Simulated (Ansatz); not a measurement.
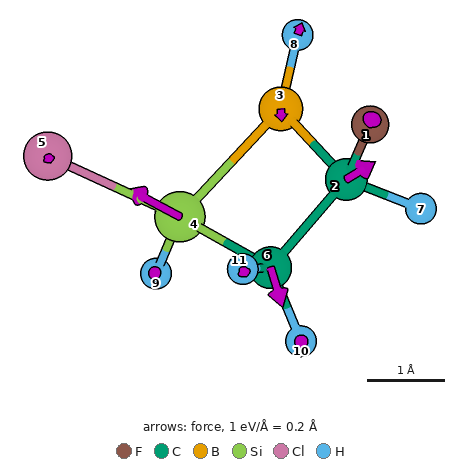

Starting geometry of C2H5BClFSi with the computed forces as purple arrows. The picture is a ball-and-stick view, seen from a free direction.

The run prepares the start of a later molecular dynamics calculation, from a guessed geometry.

Level of theory: Ansatz, RKS PBE/STO-3G.

Input
```yaml
crystal:
  periodic: [false, false, false]
  atoms:
    - { symbol: F, position_ang: [0.6144, -1.749, -1.2551] }
    - { symbol: C, position_ang: [0.7682, -0.8167, -0.2285] }
    - { symbol: B, position_ang: [-0.4084, -0.9886, 0.8868] }
    - { symbol: Si, position_ang: [-0.7891, 0.8639, 0.4817] }
    - { symbol: Cl, position_ang: [-2.7085, 0.9586, -0.5114] }
    - { symbol: C, position_ang: [0.5282, 0.6339, -0.6751] }
    - { symbol: H, position_ang: [1.8123, -0.9435, 0.2117] }
    - { symbol: H, position_ang: [-0.7103, -1.8276, 1.6182] }
    - { symbol: H, position_ang: [-0.6194, 1.8329, 1.6124] }
    - { symbol: H, position_ang: [1.3846, 1.2868, -0.4076] }
    - { symbol: H, position_ang: [0.1934, 0.6924, -1.7125] }
basis:
  gaussian: { orbitals: STO-3G }
hamiltonian:
  xc: pbe
relax:
  f_tol: 0.02
  max_steps: 40
```

Command:
```bash
ansatz run input.yaml --threads 1 --pin off --max-ram 2048MiB --backend cpu --events-out ev --progress --plain --runs-dir out
```

**What follows when this structure is relaxed?**

It isn't relaxed: the largest force vector, on Si4, is 4.85 eV/Å. The final displacements have little in common with the starting forces (cosine between the two patterns 0.08). The atom that moves furthest after the best rigid fit is F1 (0.87 Å). Largest moves by element: F 0.87 Å, H 0.78 Å, Cl 0.77 Å, C 0.20 Å, B 0.18 Å, Si 0.13 Å. Near-neighbour distances that change, for instance: Si4–C6 1.768 → 1.902 Å, C2–C6 1.537 → 1.622 Å, Si4–Cl5 2.163 → 2.116 Å, Si4–H9 1.499 → 1.463 Å. Among the angles between lasting bonds that change: B3–Si4–Cl5 108.2° → 120.4°, F1–C2–B3 110.7° → 121.5°, Si4–C6–H10 109.9° → 119.9°. Groups turn about C2–C6 by about 35°, Si4–C6 by about 25°. Over 18 accepted moves (19 points after the start) the energy falls by 75.2 kJ/mol. Largest force component: 3.8 eV/Å at the start, 0.0082 eV/Å at the end. The line search rejected the trial step at point 14 of the run.

Limits of the set-up: STO-3G is a minimal basis, so the numbers are rough.
